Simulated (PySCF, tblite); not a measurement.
# C5H8O2: dynamics, then NMR shifts on frames, part 2 of 2

tblite 0.8.0 and PySCF 2.14.0. Atoms count from 0. Earlier steps stand in the parts before.

## 5. Nuclear shieldings: 625 fs, PBE0/pcSseg-1

Job settings and geometry (Å):

```
{"job": {"kind": "nmr", "xc": "PBE0", "basis": "pcSseg-1", "pop": false}, "charge": 0, "multiplicity": 1}
C      1.556600     1.054200    -0.813300
O      0.504900     1.103600     0.131600
C     -0.726700     0.567500    -0.304900
C     -1.964300     1.345000    -0.551300
C     -1.801000     0.566500     0.767000
C     -2.268300    -0.861500     0.948000
O     -2.135300    -1.379900     2.036600
H      1.906900     0.072600    -1.207300
H      1.282400     1.655500    -1.726600
H      2.484800     1.453700    -0.460700
H     -0.399200    -0.278400    -0.929100
H     -2.696700     0.950300    -1.169600
H     -2.076200     2.455800    -0.505400
H     -1.353700     1.165200     1.535900
H     -2.573400    -1.516000    -0.009300
```

With the program's defaults for keys left out, this is: GIAO PBE0/pcSseg-1 NMR shielding, non-relativistic, gas phase.

Log:

```text
coarse grid: 12568 points
cycle   1  E = -345.0363104614  dE =  1.054e+00  |g| = 9.164e-01  |ddm| = 3.355e+00
cycle   2  E = -344.4513246227  dE =  5.850e-01  |g| = 1.946e+00  |ddm| = 2.783e+00
cycle   3  E = -345.1937292909  dE = -7.424e-01  |g| = 2.026e-01  |ddm| = 2.228e+00
cycle   4  E = -345.2003568887  dE = -6.628e-03  |g| = 1.104e-01  |ddm| = 2.538e-01
cycle   5  E = -345.2024699937  dE = -2.113e-03  |g| = 2.308e-02  |ddm| = 9.073e-02
cycle   6  E = -345.2025724050  dE = -1.024e-04  |g| = 7.316e-03  |ddm| = 2.189e-02
cycle   7  E = -345.2025828687  dE = -1.046e-05  |g| = 1.805e-03  |ddm| = 6.046e-03
cycle   8  E = -345.2025835453  dE = -6.766e-07  |g| = 5.863e-04  |ddm| = 2.428e-03
final grid: 121432 points
cycle   9  E = -345.2658953961  dE = -1.440e-05  |g| = 1.450e-02  |ddm| = 2.779e-02
cycle  10  E = -345.2658002145  dE =  9.518e-05  |g| = 2.688e-02  |ddm| = 2.857e-02
cycle  11  E = -345.2659333881  dE = -1.332e-04  |g| = 3.067e-03  |ddm| = 2.076e-02
cycle  12  E = -345.2659351716  dE = -1.783e-06  |g| = 3.823e-04  |ddm| = 2.128e-03
cycle  13  E = -345.2659351963  dE = -2.477e-08  |g| = 1.476e-04  |ddm| = 4.742e-04
cycle  14  E = -345.2659352008  dE = -4.491e-09  |g| = 2.545e-05  |ddm| = 1.516e-04
cycle  15  E = -345.2659352010  dE = -1.407e-10  |g| = 9.324e-06  |ddm| = 3.588e-05
converged SCF energy = -345.2659352010

GIAO shielding tensors (ppm)
atom      isotropic    diamagn.    paramagn.     s11        s22        s33       span
  0 C      127.791     241.874    -114.083     91.510    103.443    188.420     96.910
  1 O      294.068     396.453    -102.386    245.297    272.716    364.189    118.892
  2 C      112.559     246.290    -133.731     59.293     96.603    181.780    122.487
  3 C      171.491     256.271     -84.779    146.433    175.301    192.739     46.305
  4 C      153.382     258.712    -105.329    104.703    136.558    218.886    114.184
  5 C      -14.888     249.362    -264.250   -126.876     14.457     67.754    194.630
  6 O     -350.444     396.805    -747.249   -906.393   -461.194    316.254   1222.647
  7 H       28.034      29.955      -1.921     24.881     25.212     34.009      9.128
  8 H       27.866      28.010      -0.144     23.316     25.593     34.688     11.372
  9 H       28.329      28.858      -0.529     24.480     25.525     34.983     10.504
 10 H       27.652      32.716      -5.064     22.571     27.798     32.586     10.016
 11 H       31.657      32.624      -0.968     26.502     27.638     40.831     14.330
 12 H       29.098      29.263      -0.165     24.754     25.873     36.667     11.913
 13 H       30.044      33.172      -3.128     24.813     29.107     36.211     11.398
 14 H       21.356      26.035      -4.679     18.908     19.702     25.459      6.551
```

It took 32 s on 1 thread of Arm Neoverse N1, shared host; peak memory 0.75 GiB.

This run: δ C5 201.8, C2 74.4, C0 59.1, C4 33.5, H14 10.36, H10 4.07 ppm.

## 6. NMR shieldings: 800 fs, PBE0/pcSseg-1

Job settings and geometry (Å):

```
{"job": {"kind": "nmr", "xc": "PBE0", "basis": "pcSseg-1", "pop": false}, "charge": 0, "multiplicity": 1}
C      1.537600     0.615900     0.824200
O      0.517600     1.518800     0.457800
C     -0.430800     0.763400    -0.312500
C     -1.914400     1.133800    -0.015700
C     -1.375100    -0.090600     0.591800
C     -1.892900    -1.446800     0.337300
O     -2.008200    -2.268500     1.209000
H      1.028200    -0.360200     1.204900
H      2.105800     0.387900    -0.051700
H      2.064600     1.159100     1.666500
H     -0.038300     0.504700    -1.279500
H     -2.580100     1.235500    -0.854100
H     -1.725200     1.978700     0.741000
H     -1.162700     0.178900     1.664800
H     -2.285000    -1.778900    -0.639300
```

Method: GIAO PBE0/pcSseg-1 NMR shielding, non-relativistic, gas phase.

Log:

```text
coarse grid: 12568 points
cycle   1  E = -345.0425777000  dE =  1.043e+00  |g| = 9.008e-01  |ddm| = 3.357e+00
cycle   2  E = -344.5717308346  dE =  4.708e-01  |g| = 1.799e+00  |ddm| = 2.910e+00
cycle   3  E = -345.1946539945  dE = -6.229e-01  |g| = 1.757e-01  |ddm| = 2.319e+00
cycle   4  E = -345.1996840081  dE = -5.030e-03  |g| = 9.904e-02  |ddm| = 2.153e-01
cycle   5  E = -345.2014172949  dE = -1.733e-03  |g| = 2.137e-02  |ddm| = 8.305e-02
cycle   6  E = -345.2015062301  dE = -8.894e-05  |g| = 6.515e-03  |ddm| = 2.097e-02
cycle   7  E = -345.2015141061  dE = -7.876e-06  |g| = 1.732e-03  |ddm| = 5.982e-03
final grid: 121432 points
cycle   8  E = -345.2648135857  dE = -8.697e-06  |g| = 1.569e-02  |ddm| = 2.963e-02
cycle   9  E = -345.2646963647  dE =  1.172e-04  |g| = 2.958e-02  |ddm| = 3.467e-02
cycle  10  E = -345.2648584803  dE = -1.621e-04  |g| = 2.611e-03  |ddm| = 2.416e-02
cycle  11  E = -345.2648597594  dE = -1.279e-06  |g| = 3.899e-04  |ddm| = 1.935e-03
cycle  12  E = -345.2648597852  dE = -2.576e-08  |g| = 1.492e-04  |ddm| = 5.226e-04
cycle  13  E = -345.2648597898  dE = -4.619e-09  |g| = 3.204e-05  |ddm| = 1.618e-04
cycle  14  E = -345.2648597901  dE = -2.340e-10  |g| = 8.048e-06  |ddm| = 4.282e-05
converged SCF energy = -345.2648597901

GIAO shielding tensors (ppm)
atom      isotropic    diamagn.    paramagn.     s11        s22        s33       span
  0 C      116.018     249.681    -133.663     75.819     99.494    172.741     96.921
  1 O      257.284     397.014    -139.730    167.758    256.421    347.674    179.917
  2 C      117.372     248.894    -131.522     47.100     95.447    209.570    162.469
  3 C      160.617     258.505     -97.888    140.358    156.991    184.502     44.144
  4 C      139.510     252.701    -113.191     90.200    131.431    196.899    106.699
  5 C      -17.321     241.871    -259.192   -118.701    -24.119     90.858    209.559
  6 O     -407.692     396.138    -803.831  -1081.303   -496.821    355.047   1436.350
  7 H       26.799      30.726      -3.927     22.915     26.945     30.538      7.624
  8 H       28.022      31.468      -3.445     24.029     26.119     33.918      9.888
  9 H       26.571      28.319      -1.748     22.432     23.964     33.317     10.884
 10 H       27.619      32.247      -4.627     23.369     25.746     33.743     10.373
 11 H       29.430      31.503      -2.073     24.844     26.056     37.390     12.546
 12 H       28.477      29.309      -0.831     22.598     26.640     36.194     13.596
 13 H       28.786      31.623      -2.837     24.004     27.436     34.917     10.913
 14 H       21.802      27.464      -5.662     19.246     21.710     24.450      5.204
```

It took 31 s on 1 thread of Arm Neoverse N1, shared host; peak memory 0.75 GiB.

In short: δ C5 204.2, C0 70.9, C2 69.6, C4 47.4, H14 9.91, H9 5.15 ppm.

## 7. Shielding tensors: 1000 fs, PBE0/pcSseg-1

Job settings and geometry (Å):

```
{"job": {"kind": "nmr", "xc": "PBE0", "basis": "pcSseg-1", "pop": false}, "charge": 0, "multiplicity": 1}
C      2.207900     1.025800     1.008100
O      0.763800     1.337900     0.966200
C      0.096500     0.425800     0.143400
C     -1.125800     0.924800    -0.545400
C     -1.258400     0.009700     0.716900
C     -1.593200    -1.389800     0.320100
O     -2.413200    -2.109000     0.864100
H      2.200700     0.141300     1.678400
H      2.744500     1.069400     0.013300
H      2.726400     1.749500     1.733200
H      0.705300    -0.324800    -0.246400
H     -1.512900     0.592400    -1.444300
H     -1.450400     1.923000    -0.345800
H     -1.668500     0.328200     1.640700
H     -0.985900    -1.659800    -0.536600
```

With the program's defaults for keys left out, this is: GIAO PBE0/pcSseg-1 NMR shielding, non-relativistic, gas phase.

Log:

```text
coarse grid: 12568 points
cycle   1  E = -345.0478582551  dE =  1.041e+00  |g| = 8.925e-01  |ddm| = 3.359e+00
cycle   2  E = -344.5494458814  dE =  4.984e-01  |g| = 1.828e+00  |ddm| = 2.765e+00
cycle   3  E = -345.1952405771  dE = -6.458e-01  |g| = 2.041e-01  |ddm| = 2.177e+00
cycle   4  E = -345.2022477001  dE = -7.007e-03  |g| = 1.055e-01  |ddm| = 2.526e-01
cycle   5  E = -345.2041690439  dE = -1.921e-03  |g| = 2.351e-02  |ddm| = 8.938e-02
cycle   6  E = -345.2042780979  dE = -1.091e-04  |g| = 6.669e-03  |ddm| = 2.165e-02
cycle   7  E = -345.2042865652  dE = -8.467e-06  |g| = 1.817e-03  |ddm| = 5.957e-03
final grid: 121432 points
cycle   8  E = -345.2682278837  dE = -9.009e-06  |g| = 1.649e-02  |ddm| = 3.040e-02
cycle   9  E = -345.2680983926  dE =  1.295e-04  |g| = 3.104e-02  |ddm| = 3.541e-02
cycle  10  E = -345.2682775252  dE = -1.791e-04  |g| = 3.193e-03  |ddm| = 2.528e-02
cycle  11  E = -345.2682794485  dE = -1.923e-06  |g| = 4.402e-04  |ddm| = 2.296e-03
cycle  12  E = -345.2682794811  dE = -3.259e-08  |g| = 1.691e-04  |ddm| = 5.484e-04
cycle  13  E = -345.2682794870  dE = -5.913e-09  |g| = 3.876e-05  |ddm| = 1.998e-04
cycle  14  E = -345.2682794874  dE = -3.372e-10  |g| = 1.044e-05  |ddm| = 4.846e-05
converged SCF energy = -345.2682794874

GIAO shielding tensors (ppm)
atom      isotropic    diamagn.    paramagn.     s11        s22        s33       span
  0 C      117.065     243.585    -126.520     70.344     99.347    181.504    111.161
  1 O      298.425     393.795     -95.370    256.094    285.740    353.442     97.349
  2 C      119.540     246.549    -127.009     76.811     96.586    185.222    108.411
  3 C      176.074     251.697     -75.623    144.272    176.608    207.343     63.072
  4 C      148.478     257.007    -108.529     80.566    137.314    227.552    146.986
  5 C      -21.247     250.838    -272.085   -128.749    -14.619     79.628    208.377
  6 O     -328.349     394.303    -722.653   -890.390   -441.393    346.734   1237.125
  7 H       26.460      29.020      -2.560     22.140     24.607     32.632     10.492
  8 H       26.791      27.068      -0.277     23.404     24.409     32.558      9.153
  9 H       26.695      25.498       1.197     23.583     24.265     32.236      8.652
 10 H       29.066      33.634      -4.568     24.316     29.302     33.579      9.263
 11 H       31.800      32.348      -0.548     26.412     27.660     41.328     14.915
 12 H       30.617      31.048      -0.431     25.991     27.456     38.402     12.411
 13 H       29.853      33.581      -3.728     25.462     28.326     35.770     10.308
 14 H       23.504      30.333      -6.829     17.984     21.955     30.573     12.589
```

Wall time 32 s (1 thread of Arm Neoverse N1, shared host); peak memory 0.75 GiB.

This run: δ C5 208.2, C0 69.9, C2 67.4, C4 38.4, H14 8.21, H7 5.26 ppm.

## 8. Run by run: NMR shifts

Shifts (ppm) of some atoms, chosen among heavy atoms and hydrogens apart, with basis size and wall time:

```tsv
frame	C0	C4	C3	H12	H7	O6	O1	functions	time
250 fs	68.1	32.8	15.2	2.63	1.92	642.5	37.5	159	32 s
425 fs	63.4	26.7	8.3	0.17	2.30	737.6	0.7	159	31 s
625 fs	59.1	33.5	15.4	2.62	3.68	686.5	42.0	159	32 s
800 fs	70.9	47.4	26.3	3.24	4.92	743.8	78.8	159	31 s
1000 fs	69.9	38.4	10.9	1.10	5.26	664.4	37.7	159	32 s
```

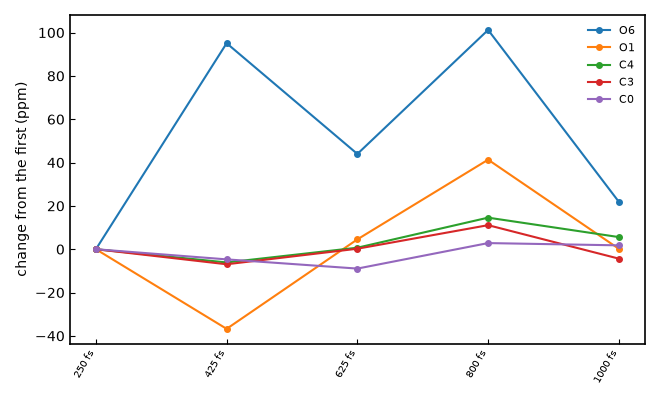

How five of the tabulated atoms move from run to run.

## 9. Outcome

This closing draws on all 2 parts.

```
                                      quantity                                               value
                                    thermostat                                               600 K
                 mean temperature, second half                                               560 K
       mean potential energy above the minimum                                             0.97 eV
13C shifts against TMS (PBE0/pcSseg-1, 250 fs)                   198.5, 68.1, 66.6, 32.8, 15.2 ppm
 1H shifts against TMS (PBE0/pcSseg-1, 250 fs)  7.74, 4.30, 3.99, 2.90, 2.63, 1.93, 1.92, 1.16 ppm
17O shifts against H2O (PBE0/pcSseg-1, 250 fs)                                     642.5, 37.5 ppm
                      range of the shift of O6                                  642.5 to 743.8 ppm
```

In the second half the potential energy averages 0.97 eV above the minimum; equipartition over 39 harmonic modes at 600 K would give 1.01 eV. With 15 atoms the temperature swings widely (329 to 789 K). Shifts at one fixed geometry are not the observed spectrum, which averages over the motion. In the first frame run (250 fs): The widest tensor belongs to O6: span 1235 ppm, with a paramagnetic part of -702 ppm. In ppm, O6 moves most: its shift spreads over 101.2 ppm, from 642.5 (250 fs) to 743.8 (800 fs).
